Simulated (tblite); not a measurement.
Geometry relaxation of C₅H₉FO₂Si (part 2 of 2)

The same run, continued: C₅H₉FO₂Si; GFN2-xTB geometry optimisation, gas phase (tblite 0.8.0). It belongs to a series of runs on one base structure; here: H on Si replaced by OC2H5.

Geometry of the input (Å):
```
C  2.4329  0.7382  1.2353
C  1.9011  0.7562  -0.2006
O  0.6570  0.0824  -0.2082
Si -0.1613  -0.0266  -1.6739
C  -1.6945  -1.0435  -1.5256
F  -1.9845  -1.7976  -2.6272
C  -2.5615  -1.1289  -0.5201
C  -2.4853  -0.4159  0.7817
O  -3.3575  -0.5781  1.6271
H  2.5291  -0.2875  1.6036
H  3.3902  1.2420  1.3012
H  1.7148  1.2398  1.9080
H  1.7915  1.7914  -0.5179
H  2.6277  0.2342  -0.8430
H  -0.5085  1.3491  -2.0994
H  0.7638  -0.6145  -2.6537
H  -3.4235  -1.7820  -0.6092
H  -1.6404  0.2476  0.9436
```

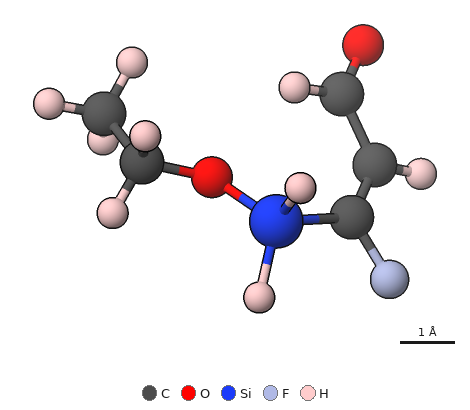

**Figure 1.** The geometry at step 62 of the log (ball-and-stick view, seen at a tilt).

Trajectory as extended XYZ, continued
```
18
Properties=species:S:1:pos:R:3:forces:R:3 step=36 energy=-813.23886
C     2.2585    0.6557    1.2954   -0.0060   0.0130  -0.0340
C     1.9263    0.7964   -0.1816    0.0090  -0.0140   0.0290
O     0.6982    0.1561   -0.4334    0.0200   0.0010  -0.0210
Si   -0.1340    0.0323   -1.8065    0.0650   0.0360  -0.0040
C    -1.6404   -1.0650   -1.4445    0.0090   0.0030  -0.0420
F    -1.9401   -1.8075   -2.5340    0.0190  -0.0220   0.0150
C    -2.4869   -1.1581   -0.4168   -0.0060  -0.0160  -0.0270
C    -2.3478   -0.3832    0.8026    0.0280   0.0000  -0.0280
O    -3.1381   -0.3908    1.7130    0.0060   0.0040   0.0470
H     2.3055   -0.3984    1.5598    0.0050   0.0490   0.0220
H     3.2181    1.1228    1.4983   -0.0090  -0.0120   0.0400
H     1.4896    1.1349    1.8981    0.0460  -0.0340  -0.0160
H     1.8604    1.8554   -0.4628   -0.0650  -0.0730   0.0040
H     2.7124    0.3365   -0.7948   -0.0860   0.0020   0.0190
H    -0.6445    1.3277   -2.2582    0.0150   0.0620  -0.0510
H     0.6340   -0.6317   -2.8593   -0.0060   0.0040  -0.0170
H    -3.3399   -1.8184   -0.4811   -0.0920  -0.0650   0.0280
H    -1.4402    0.2417    0.8273    0.0460   0.0590   0.0370
18
Properties=species:S:1:pos:R:3:forces:R:3 step=39 energy=-813.24252
C     2.2378    0.6460    1.2972    0.0000  -0.0020  -0.0040
C     1.9236    0.7973   -0.1805   -0.0580  -0.0250  -0.0210
O     0.7014    0.1545   -0.4488   -0.0570  -0.0340  -0.0100
Si   -0.1290    0.0409   -1.8225   -0.0570  -0.0080  -0.0340
C    -1.6325   -1.0631   -1.4448   -0.0020  -0.0070   0.0170
F    -1.9383   -1.8192   -2.5233    0.0310   0.0030   0.0010
C    -2.4685   -1.1572   -0.4066   -0.0270   0.0050  -0.0120
C    -2.3213   -0.3725    0.8083    0.0060   0.0050  -0.0290
O    -3.1083   -0.3729    1.7231    0.0810   0.0040  -0.0270
H     2.2742   -0.4099    1.5518    0.0190   0.0070   0.0320
H     3.1944    1.1057    1.5282   -0.0100   0.0010  -0.0010
H     1.4586    1.1186    1.8889    0.0140   0.0040   0.0300
H     1.8437    1.8533   -0.4598    0.0110   0.0100   0.0120
H     2.7084    0.3408   -0.7930    0.0150   0.0080   0.0000
H    -0.6537    1.3313   -2.2833    0.0530   0.0190  -0.0070
H     0.6362   -0.6198   -2.8797   -0.0040   0.0060  -0.0090
H    -3.3240   -1.8212   -0.4575    0.0170   0.0000   0.0250
H    -1.4111    0.2539    0.8240   -0.0320   0.0050   0.0370
18
Properties=species:S:1:pos:R:3:forces:R:3 step=42 energy=-813.24484
C     2.2215    0.6386    1.2971   -0.0220  -0.0180   0.0330
C     1.9138    0.7942   -0.1824   -0.0070   0.0010   0.0110
O     0.6954    0.1484   -0.4613   -0.0110  -0.0010  -0.0040
Si   -0.1325    0.0453   -1.8377   -0.0140  -0.0040  -0.0020
C    -1.6272   -1.0633   -1.4434   -0.0220  -0.0050  -0.0150
F    -1.9322   -1.8267   -2.5158    0.0070  -0.0290  -0.0310
C    -2.4585   -1.1551   -0.4014    0.0100   0.0210   0.0070
C    -2.3009   -0.3639    0.8075    0.0080   0.0200   0.0250
O    -3.0786   -0.3603    1.7294   -0.0190  -0.0240   0.0260
H     2.2551   -0.4169    1.5510    0.0150  -0.0310   0.0180
H     3.1755    1.0940    1.5469   -0.0060   0.0180  -0.0630
H     1.4394    1.1075    1.8868   -0.0170   0.0210   0.0320
H     1.8335    1.8520   -0.4557   -0.0010   0.0050   0.0060
H     2.7066    0.3458   -0.7911   -0.0040  -0.0030  -0.0040
H    -0.6520    1.3368   -2.3016    0.0430   0.0110   0.0070
H     0.6375   -0.6101   -2.8950   -0.0170  -0.0020  -0.0090
H    -3.3113   -1.8242   -0.4378    0.0350   0.0150   0.0120
H    -1.3939    0.2643    0.8264    0.0210   0.0060  -0.0460
18
Properties=species:S:1:pos:R:3:forces:R:3 step=46 energy=-813.24769
C     2.2106    0.6326    1.3012   -0.0010   0.0100  -0.0240
C     1.8983    0.7859   -0.1800    0.0020  -0.0040   0.0210
O     0.6826    0.1365   -0.4638    0.0200   0.0180   0.0120
Si   -0.1374    0.0479   -1.8467    0.0440   0.0060   0.0070
C    -1.6296   -1.0618   -1.4509    0.0190   0.0230  -0.0150
F    -1.9236   -1.8393   -2.5176   -0.0410   0.0030   0.0480
C    -2.4518   -1.1467   -0.4010    0.0190  -0.0050  -0.0080
C    -2.2895   -0.3548    0.8093   -0.0030  -0.0150  -0.0200
O    -3.0609   -0.3650    1.7369    0.0270  -0.0020  -0.0070
H     2.2555   -0.4226    1.5602   -0.0180   0.0290   0.0010
H     3.1658    1.0951    1.5360   -0.0190   0.0040  -0.0380
H     1.4330    1.1071    1.8952    0.0130  -0.0350  -0.0020
H     1.8147    1.8445   -0.4528   -0.0010  -0.0170   0.0230
H     2.6935    0.3430   -0.7921   -0.0270   0.0010   0.0340
H    -0.6271    1.3502   -2.3111    0.0040   0.0060   0.0150
H     0.6404   -0.6007   -2.9021   -0.0220  -0.0210  -0.0170
H    -3.2981   -1.8229   -0.4215   -0.0030  -0.0100  -0.0030
H    -1.3850    0.2774    0.8227   -0.0110   0.0080  -0.0270
18
Properties=species:S:1:pos:R:3:forces:R:3 step=49 energy=-813.24915
C     2.1902    0.6236    1.3043    0.0160   0.0060   0.0060
C     1.8924    0.7862   -0.1766   -0.0100   0.0090  -0.0130
O     0.6826    0.1395   -0.4793   -0.0220  -0.0200   0.0240
Si   -0.1356    0.0520   -1.8615   -0.0190  -0.0070  -0.0060
C    -1.6246   -1.0600   -1.4526   -0.0110   0.0050   0.0250
F    -1.9258   -1.8499   -2.5075   -0.0210   0.0120   0.0090
C    -2.4378   -1.1445   -0.3949   -0.0040  -0.0110   0.0070
C    -2.2693   -0.3466    0.8100    0.0170   0.0000  -0.0130
O    -3.0311   -0.3533    1.7458    0.0340  -0.0070  -0.0280
H     2.2330   -0.4317    1.5608   -0.0010   0.0020  -0.0080
H     3.1434    1.0864    1.5416    0.0150   0.0090   0.0090
H     1.4106    1.0929    1.8983   -0.0080  -0.0060  -0.0040
H     1.8131    1.8455   -0.4425   -0.0170   0.0340   0.0160
H     2.6926    0.3505   -0.7839    0.0250  -0.0330   0.0100
H    -0.6247    1.3547   -2.3245   -0.0010   0.0090   0.0150
H     0.6287   -0.5993   -2.9238    0.0030  -0.0260  -0.0180
H    -3.2814   -1.8259   -0.4022    0.0260   0.0060  -0.0210
H    -1.3650    0.2862    0.8100   -0.0220   0.0180  -0.0090
18
Properties=species:S:1:pos:R:3:forces:R:3 step=52 energy=-813.24991
C     2.1829    0.6207    1.3054   -0.0020   0.0020   0.0050
C     1.8873    0.7858   -0.1760   -0.0020  -0.0030   0.0030
O     0.6786    0.1370   -0.4818    0.0000   0.0000  -0.0190
Si   -0.1357    0.0527   -1.8681    0.0010  -0.0070  -0.0020
C    -1.6235   -1.0583   -1.4539    0.0040  -0.0110  -0.0090
F    -1.9305   -1.8543   -2.5021   -0.0060   0.0140  -0.0240
C    -2.4302   -1.1432   -0.3922    0.0050  -0.0020   0.0020
C    -2.2580   -0.3426    0.8082    0.0050   0.0100   0.0070
O    -3.0150   -0.3515    1.7474   -0.0020  -0.0030   0.0260
H     2.2244   -0.4347    1.5607    0.0150  -0.0060  -0.0110
H     3.1356    1.0846    1.5428    0.0080   0.0030   0.0220
H     1.4010    1.0863    1.8992   -0.0030   0.0110  -0.0020
H     1.8069    1.8475   -0.4365   -0.0090  -0.0120  -0.0040
H     2.6914    0.3489   -0.7792   -0.0090   0.0040   0.0060
H    -0.6204    1.3594   -2.3271    0.0020  -0.0100   0.0160
H     0.6261   -0.6005   -2.9337   -0.0110  -0.0070   0.0140
H    -3.2708   -1.8265   -0.3951   -0.0050  -0.0170  -0.0140
H    -1.3588    0.2951    0.8036    0.0080   0.0340  -0.0160
18
Properties=species:S:1:pos:R:3:forces:R:3 step=56 energy=-813.25072
C     2.1820    0.6213    1.3073   -0.0040  -0.0040  -0.0020
C     1.8820    0.7837   -0.1736    0.0100   0.0010   0.0030
O     0.6752    0.1326   -0.4827    0.0200  -0.0100   0.0220
Si   -0.1358    0.0507   -1.8706    0.0000  -0.0050   0.0160
C    -1.6238   -1.0584   -1.4564   -0.0110   0.0040  -0.0060
F    -1.9363   -1.8512   -2.5056    0.0000   0.0110  -0.0120
C    -2.4266   -1.1439   -0.3916    0.0000  -0.0030  -0.0040
C    -2.2528   -0.3390    0.8074   -0.0110  -0.0080  -0.0030
O    -3.0030   -0.3550    1.7524    0.0310   0.0040  -0.0040
H     2.2285   -0.4348    1.5597    0.0030   0.0060   0.0110
H     3.1350    1.0877    1.5431   -0.0270  -0.0070   0.0050
H     1.3995    1.0863    1.9012    0.0060  -0.0060   0.0090
H     1.7979    1.8448   -0.4335    0.0060  -0.0050  -0.0190
H     2.6867    0.3459   -0.7742    0.0060   0.0190  -0.0190
H    -0.6125    1.3619   -2.3210   -0.0090   0.0020  -0.0040
H     0.6212   -0.6066   -2.9354    0.0050  -0.0070  -0.0030
H    -3.2653   -1.8309   -0.3979    0.0090   0.0110   0.0220
H    -1.3605    0.3111    0.7931   -0.0350  -0.0030  -0.0120
18
Properties=species:S:1:pos:R:3:forces:R:3 step=59 energy=-813.25139
C     2.1683    0.6157    1.3103    0.0030  -0.0030   0.0060
C     1.8795    0.7844   -0.1718    0.0070   0.0060  -0.0170
O     0.6780    0.1305   -0.4919   -0.0020  -0.0250   0.0110
Si   -0.1357    0.0498   -1.8782    0.0040   0.0060   0.0080
C    -1.6220   -1.0587   -1.4583   -0.0160   0.0160   0.0060
F    -1.9423   -1.8502   -2.5061    0.0040   0.0060   0.0010
C    -2.4153   -1.1449   -0.3865   -0.0140  -0.0030  -0.0040
C    -2.2374   -0.3324    0.8070    0.0090   0.0000  -0.0130
O    -2.9743   -0.3471    1.7621   -0.0010  -0.0230  -0.0060
H     2.2163   -0.4412    1.5570   -0.0110  -0.0090   0.0160
H     3.1177    1.0810    1.5584    0.0110   0.0140  -0.0050
H     1.3829    1.0773    1.9023   -0.0150  -0.0130   0.0020
H     1.7946    1.8451   -0.4307   -0.0030   0.0220  -0.0030
H     2.6888    0.3535   -0.7703    0.0290  -0.0040  -0.0150
H    -0.6151    1.3619   -2.3251   -0.0010  -0.0070  -0.0040
H     0.6123   -0.6110   -2.9478    0.0100   0.0050   0.0070
H    -3.2510   -1.8347   -0.3859   -0.0100   0.0010   0.0280
H    -1.3540    0.3274    0.7774   -0.0040   0.0130  -0.0170
18
Properties=species:S:1:pos:R:3:forces:R:3 step=62 energy=-813.25219
C     2.1654    0.6148    1.3120    0.0060   0.0050  -0.0040
C     1.8756    0.7813   -0.1711    0.0010  -0.0110   0.0000
O     0.6776    0.1170   -0.4870    0.0090   0.0030  -0.0340
Si   -0.1341    0.0473   -1.8762    0.0050   0.0010  -0.0090
C    -1.6267   -1.0545   -1.4641    0.0100   0.0080  -0.0010
F    -1.9487   -1.8435   -2.5129    0.0010   0.0050   0.0080
C    -2.4114   -1.1451   -0.3871   -0.0190   0.0070   0.0060
C    -2.2306   -0.3287    0.8025   -0.0020   0.0120   0.0000
O    -2.9531   -0.3560    1.7681   -0.0110  -0.0270   0.0080
H     2.2195   -0.4418    1.5611   -0.0140   0.0050  -0.0010
H     3.1119    1.0854    1.5596    0.0260   0.0180  -0.0040
H     1.3787    1.0728    1.9061   -0.0140  -0.0190  -0.0190
H     1.7817    1.8418   -0.4330    0.0050  -0.0190   0.0170
H     2.6871    0.3544   -0.7717    0.0030   0.0140   0.0170
H    -0.6063    1.3639   -2.3198    0.0080  -0.0170   0.0000
H     0.6118   -0.6162   -2.9473    0.0020   0.0210   0.0230
H    -3.2436   -1.8373   -0.3763   -0.0340  -0.0240   0.0120
H    -1.3636    0.3507    0.7589    0.0170   0.0170  -0.0180
18
Properties=species:S:1:pos:R:3:forces:R:3 step=65 energy=-813.25281
C     2.1676    0.6160    1.3128    0.0050   0.0010  -0.0030
C     1.8759    0.7791   -0.1706    0.0090  -0.0040   0.0110
O     0.6810    0.1096   -0.4864    0.0160   0.0050  -0.0040
Si   -0.1329    0.0455   -1.8734   -0.0190  -0.0090  -0.0010
C    -1.6304   -1.0508   -1.4653   -0.0150  -0.0160   0.0090
F    -1.9510   -1.8356   -2.5173   -0.0030  -0.0090   0.0030
C    -2.4151   -1.1462   -0.3881   -0.0090   0.0090   0.0000
C    -2.2308   -0.3272    0.7994   -0.0140   0.0000   0.0060
O    -2.9437   -0.3651    1.7719    0.0150  -0.0040   0.0050
H     2.2226   -0.4400    1.5644    0.0110   0.0060  -0.0100
H     3.1135    1.0915    1.5580   -0.0150  -0.0050  -0.0020
H     1.3776    1.0689    1.9065   -0.0020   0.0040  -0.0210
H     1.7775    1.8387   -0.4331    0.0020  -0.0070   0.0160
H     2.6894    0.3569   -0.7713    0.0090   0.0020   0.0140
H    -0.6019    1.3617   -2.3156    0.0000   0.0160  -0.0090
H     0.6106   -0.6190   -2.9428    0.0180   0.0040  -0.0080
H    -3.2464   -1.8417   -0.3721    0.0100   0.0130  -0.0050
H    -1.3722    0.3641    0.7447   -0.0180  -0.0060  -0.0030
18
Properties=species:S:1:pos:R:3:forces:R:3 step=69 energy=-813.25331
C     2.1552    0.6102    1.3148   -0.0100  -0.0080  -0.0020
C     1.8761    0.7785   -0.1694   -0.0020   0.0040  -0.0140
O     0.6871    0.1056   -0.4989   -0.0030  -0.0070  -0.0010
Si   -0.1351    0.0445   -1.8816    0.0200   0.0140  -0.0060
C    -1.6320   -1.0515   -1.4657    0.0100   0.0110  -0.0090
F    -1.9571   -1.8381   -2.5147   -0.0050  -0.0170   0.0110
C    -2.4092   -1.1440   -0.3831    0.0010  -0.0030  -0.0040
C    -2.2177   -0.3198    0.7990   -0.0040  -0.0050   0.0080
O    -2.9142   -0.3633    1.7829    0.0070   0.0000   0.0100
H     2.2102   -0.4465    1.5612    0.0150  -0.0130   0.0040
H     3.0969    1.0871    1.5710   -0.0050   0.0030   0.0030
H     1.3568    1.0579    1.9004   -0.0040   0.0090   0.0030
H     1.7743    1.8387   -0.4251    0.0000   0.0150  -0.0030
H     2.6974    0.3648   -0.7646    0.0100  -0.0090  -0.0010
H    -0.6032    1.3628   -2.3229    0.0020  -0.0080   0.0020
H     0.6095   -0.6173   -2.9532   -0.0040   0.0060   0.0020
H    -3.2353   -1.8440   -0.3562   -0.0180   0.0010  -0.0090
H    -1.3684    0.3808    0.7277   -0.0110   0.0080   0.0060
18
Properties=species:S:1:pos:R:3:forces:R:3 step=72 energy=-813.25354
C     2.1543    0.6094    1.3149    0.0020   0.0030   0.0000
C     1.8762    0.7772   -0.1697    0.0000  -0.0030   0.0030
O     0.6891    0.1006   -0.4994    0.0020   0.0040  -0.0050
Si   -0.1340    0.0442   -1.8816    0.0000  -0.0050  -0.0040
C    -1.6341   -1.0498   -1.4671    0.0050   0.0020   0.0030
F    -1.9598   -1.8383   -2.5148    0.0040  -0.0060   0.0100
C    -2.4108   -1.1435   -0.3839    0.0020   0.0050   0.0030
C    -2.2181   -0.3192    0.7983    0.0010   0.0030   0.0000
O    -2.9052   -0.3685    1.7884   -0.0040  -0.0120   0.0060
H     2.2151   -0.4472    1.5623   -0.0020   0.0050   0.0020
H     3.0943    1.0900    1.5707   -0.0020   0.0050   0.0060
H     1.3547    1.0573    1.8989   -0.0010  -0.0120   0.0050
H     1.7709    1.8381   -0.4234    0.0080  -0.0090  -0.0110
H     2.7002    0.3646   -0.7628   -0.0070   0.0070  -0.0050
H    -0.5995    1.3636   -2.3216   -0.0010  -0.0030   0.0030
H     0.6108   -0.6174   -2.9526   -0.0040   0.0030  -0.0060
H    -3.2365   -1.8444   -0.3556   -0.0050   0.0060  -0.0130
H    -1.3764    0.3897    0.7207    0.0010   0.0090   0.0020
18
Properties=species:S:1:pos:R:3:forces:R:3 step=75 energy=-813.25372
C     2.1554    0.6096    1.3146    0.0050   0.0040   0.0070
C     1.8777    0.7767   -0.1701    0.0050   0.0030   0.0010
O     0.6912    0.1003   -0.5006   -0.0030  -0.0010   0.0060
Si   -0.1330    0.0440   -1.8817   -0.0140  -0.0080   0.0080
C    -1.6338   -1.0489   -1.4656   -0.0090  -0.0150   0.0120
F    -1.9586   -1.8403   -2.5116    0.0090   0.0010  -0.0010
C    -2.4134   -1.1426   -0.3841   -0.0030   0.0100  -0.0030
C    -2.2211   -0.3198    0.7995    0.0000   0.0050   0.0000
O    -2.9052   -0.3728    1.7917    0.0030  -0.0110  -0.0100
H     2.2188   -0.4465    1.5630   -0.0040   0.0040  -0.0020
H     3.0940    1.0926    1.5711    0.0010   0.0050   0.0030
H     1.3550    1.0560    1.8987   -0.0050  -0.0120   0.0020
H     1.7735    1.8374   -0.4248    0.0010   0.0010  -0.0060
H     2.7020    0.3651   -0.7629    0.0020  -0.0050  -0.0070
H    -0.5997    1.3625   -2.3211   -0.0040   0.0080   0.0000
H     0.6105   -0.6164   -2.9532    0.0040  -0.0070  -0.0170
H    -3.2411   -1.8427   -0.3613    0.0200   0.0200   0.0000
H    -1.3812    0.3920    0.7202   -0.0090  -0.0010   0.0050
18
Properties=species:S:1:pos:R:3:forces:R:3 step=78 energy=-813.25394
C     2.1529    0.6086    1.3152   -0.0010   0.0000  -0.0020
C     1.8778    0.7753   -0.1705   -0.0010   0.0010  -0.0020
O     0.6929    0.0964   -0.5030    0.0000   0.0020   0.0050
Si   -0.1327    0.0423   -1.8838    0.0080   0.0040  -0.0010
C    -1.6340   -1.0490   -1.4660    0.0160  -0.0060   0.0000
F    -1.9597   -1.8452   -2.5077    0.0090   0.0040  -0.0090
C    -2.4125   -1.1382   -0.3838   -0.0030   0.0080  -0.0070
C    -2.2189   -0.3167    0.8001   -0.0050   0.0020  -0.0010
O    -2.8947   -0.3811    1.7971    0.0010  -0.0010   0.0020
H     2.2195   -0.4473    1.5633    0.0040  -0.0020  -0.0060
H     3.0882    1.0956    1.5756    0.0000   0.0040  -0.0020
H     1.3484    1.0492    1.8979   -0.0060  -0.0020  -0.0030
H     1.7724    1.8355   -0.4268   -0.0040   0.0030   0.0030
H     2.7034    0.3662   -0.7636    0.0020  -0.0120   0.0060
H    -0.5978    1.3632   -2.3203   -0.0030  -0.0040   0.0030
H     0.6126   -0.6143   -2.9578   -0.0110  -0.0020  -0.0030
H    -3.2394   -1.8381   -0.3611   -0.0010   0.0020   0.0130
H    -1.3872    0.4039    0.7168   -0.0040   0.0000   0.0060
18
Properties=species:S:1:pos:R:3:forces:R:3 step=82 energy=-813.25410
C     2.1497    0.6075    1.3160   -0.0010  -0.0010  -0.0020
C     1.8773    0.7740   -0.1703    0.0000  -0.0020   0.0040
O     0.6945    0.0928   -0.5051    0.0010   0.0000  -0.0010
Si   -0.1310    0.0416   -1.8858   -0.0020  -0.0020   0.0020
C    -1.6317   -1.0495   -1.4660   -0.0070   0.0080  -0.0030
F    -1.9579   -1.8461   -2.5075    0.0100   0.0000   0.0030
C    -2.4119   -1.1341   -0.3845    0.0060  -0.0070   0.0030
C    -2.2166   -0.3132    0.7996    0.0070  -0.0010  -0.0070
O    -2.8814   -0.3873    1.8032   -0.0100  -0.0030   0.0010
H     2.2209   -0.4485    1.5628    0.0070  -0.0010  -0.0040
H     3.0821    1.0992    1.5789   -0.0070   0.0010  -0.0010
H     1.3412    1.0426    1.8976   -0.0010   0.0010  -0.0070
H     1.7693    1.8341   -0.4263    0.0050  -0.0030   0.0000
H     2.7048    0.3651   -0.7612   -0.0020   0.0010   0.0060
H    -0.5960    1.3632   -2.3196   -0.0030  -0.0010   0.0020
H     0.6083   -0.6154   -2.9637   -0.0040   0.0000   0.0010
H    -3.2371   -1.8357   -0.3571   -0.0040   0.0020   0.0010
H    -1.3934    0.4161    0.7109    0.0060   0.0080   0.0010
18
Properties=species:S:1:pos:R:3:forces:R:3 step=85 energy=-813.25417
C     2.1489    0.6069    1.3156    0.0000  -0.0010   0.0020
C     1.8788    0.7746   -0.1706    0.0010   0.0000  -0.0020
O     0.6958    0.0946   -0.5067   -0.0010  -0.0030   0.0010
Si   -0.1307    0.0417   -1.8865   -0.0070   0.0030   0.0030
C    -1.6306   -1.0495   -1.4650   -0.0070   0.0000   0.0020
F    -1.9545   -1.8481   -2.5056    0.0030   0.0000   0.0010
C    -2.4118   -1.1334   -0.3841    0.0020  -0.0020   0.0010
C    -2.2168   -0.3129    0.8004    0.0030  -0.0010  -0.0010
O    -2.8829   -0.3880    1.8032   -0.0010   0.0030  -0.0060
H     2.2211   -0.4493    1.5608    0.0040  -0.0020   0.0010
H     3.0800    1.0994    1.5811   -0.0020   0.0030  -0.0010
H     1.3387    1.0408    1.8956   -0.0030  -0.0010  -0.0010
H     1.7730    1.8348   -0.4265    0.0000   0.0010  -0.0010
H     2.7066    0.3649   -0.7601    0.0040  -0.0030  -0.0020
H    -0.5994    1.3619   -2.3201   -0.0010   0.0050   0.0010
H     0.6062   -0.6146   -2.9659    0.0020  -0.0020   0.0000
H    -3.2387   -1.8335   -0.3572    0.0060   0.0020   0.0000
H    -1.3926    0.4160    0.7134   -0.0030   0.0000   0.0010
```

Key numbers

| quantity | value |
| --- | --- |
| outcome | converged |
| total energy | −813.2542 eV |
| hardware | 1 CPU thread, shared host |
| wall time | 1.1 s |
| peak memory | 0.18 GiB |
